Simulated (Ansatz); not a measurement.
**U-r2SCAN0/def2-TZVPP run of BNH3 (SMILES B[NH])**

What is the vertical doublet–quartet gap of BNH3 at U-r2SCAN0/def2-TZVPP? 

Program for the calculation: Ansatz 0.2.0.

45 further runs of the same task are left out: 45 set aside as unsound or not needed.

## (1) Starting point

BNH3 has 5 atoms, charge 0, and is taken as a doublet. As SMILES, `B[NH]`. Geometry: relaxed at PBE0-D4/def2-TZVP.

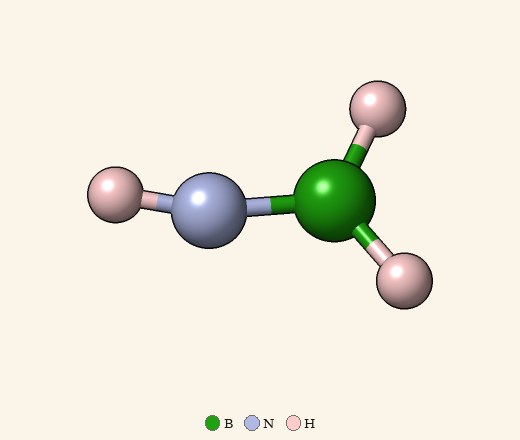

The structure, seen from a chosen angle (boron green, nitrogen light blue, hydrogen pink).

## (2) The energy at U-r2SCAN0/def2-TZVPP

in.yaml reads:

```yaml
basis:
  gaussian: {orbitals: def2-TZVPP}
crystal:
  periodic: [false, false, false]
  atoms:
    - symbol: B
      position_ang: [-0.310800, -0.370100, -0.091600]
    - symbol: "N"
      position_ang: [0.531200, 0.655200, -0.019800]
    - symbol: H
      position_ang: [-0.414800, -1.107400, 0.862500]
    - symbol: H
      position_ang: [-0.964100, -0.573100, -1.081900]
    - symbol: H
      position_ang: [1.208400, 1.321700, 0.289300]
magnetization: {spin_polarized: true, initial_magnetization: 1}
output: {orbitals: {seedname: orbitals}}
total_charge: 0
accuracy: high
hamiltonian: {xc: {name: r2SCAN0}}
```

Command:

```console
$ ansatz run in.yaml --threads 1 --pin off --max-ram 3480MiB --events-out events.jsonl --progress --plain --runs-dir runs
```

The program printed:

```text
Warning: RAYON_NUM_THREADS=1 ignored (pool sized by the plan → 1); use --threads N
Functional definition: r2SCAN0
  name "r2SCAN0"
  parameter a = 0.25
  parameter k0 = 0.174
  parameter k1 = 0.065
  parameter a1 = 4.9479
  exchange = (1 - a)*r2scan_x(k0 = k0, k1 = k1, a1 = a1) + a*exact_x
  correlation = r2scan_c
1698 factors; integrals over basis functions are off by at most 3.1e-9 eV
mean field evaluation 1: about -2208.4445 eV, gradient 3.2e1 eV
mean field evaluation 2: about -2203.4308 eV, gradient 4.4e1 eV
mean field evaluation 4: about -2212.9041 eV, gradient 2.4e0 eV
mean field evaluation 8: about -2212.9480 eV, gradient 5.4e-2 eV
mean field evaluation 16: about -2212.9481 eV, gradient 1.7e-4 eV
mean field -2212.94811378 eV, -81.3243431913 hartree, gradient 2.6e-8 eV, S^2 0.763616; 0 other end points of the search recorded, 0 dependent functions left out
reference -2212.94811588 eV, -81.3243432683 hartree; 8, 7 occupied and 96, 97 virtual orbitals, 1698 factors
Total energy: -2212.94811588 eV, -81.3243432683 hartree
```

It took 11 s on 1 thread of Arm Neoverse V1, shared host; peak memory 0.35 GiB.

## (3) The quartet at the same level

job.yaml reads:

```yaml
crystal:
  periodic: [false, false, false]
  atoms:
    - {symbol: B, position_ang: [-0.310800, -0.370100, -0.091600]}
    - {symbol: "N", position_ang: [0.531200, 0.655200, -0.019800]}
    - {symbol: H, position_ang: [-0.414800, -1.107400, 0.862500]}
    - {symbol: H, position_ang: [-0.964100, -0.573100, -1.081900]}
    - {symbol: H, position_ang: [1.208400, 1.321700, 0.289300]}
basis:
  gaussian: {orbitals: def2-TZVPP}
magnetization: {spin_polarized: true, initial_magnetization: 3}
hamiltonian: {xc: {name: r2SCAN0}}
accuracy: high
output: {orbitals: {seedname: orbitals}}
```

Command:

```console
$ ansatz run job.yaml --threads 1 --pin off --max-ram 3480MiB --events-out events.jsonl --progress --plain --runs-dir runs
```

The program printed:

```text
Warning: RAYON_NUM_THREADS=1 ignored (pool sized by the plan → 1); use --threads N
Functional definition: r2SCAN0
  name "r2SCAN0"
  parameter a = 0.25
  parameter k0 = 0.174
  parameter k1 = 0.065
  parameter a1 = 4.9479
  exchange = (1 - a)*r2scan_x(k0 = k0, k1 = k1, a1 = a1) + a*exact_x
  correlation = r2scan_c
1698 factors; integrals over basis functions are off by at most 3.1e-9 eV
mean field evaluation 1: about -2205.1136 eV, gradient 2.1e1 eV
mean field evaluation 2: about -2206.0960 eV, gradient 1.6e1 eV
mean field evaluation 4: about -2207.3906 eV, gradient 1.5e0 eV
mean field evaluation 8: about -2207.4007 eV, gradient 6.6e-2 eV
mean field evaluation 16: about -2207.4007 eV, gradient 4.3e-5 eV
mean field -2207.40071594 eV, -81.1204800807 hartree, gradient 9.3e-8 eV, S^2 3.768918; 0 other end points of the search recorded, 0 dependent functions left out
reference -2207.40071848 eV, -81.1204801740 hartree; 9, 6 occupied and 95, 98 virtual orbitals, 1698 factors
Total energy: -2207.40071848 eV, -81.1204801740 hartree
```

Run time: 10 s. Hardware: 1 thread of Arm Neoverse V1, shared host; peak memory 0.35 GiB.

## (4) Results

Level: U-r2SCAN0/def2-TZVPP.

```
                                        quantity         value
                           doublet: total energy  -81.32434 Eh
     doublet: HOMO energy (highest over α and β)      -8.21 eV
      doublet: LUMO energy (lowest over α and β)      -2.60 eV
                                   doublet: ⟨S²⟩         0.764
                           quartet: total energy  -81.12048 Eh
     quartet: HOMO energy (highest over α and β)      -3.19 eV
                                   quartet: ⟨S²⟩         3.769
vertical energy of the quartet above the doublet      5.547 eV
```

In words: At this shape the quartet lies 5.55 eV (128 kcal/mol) above the doublet.
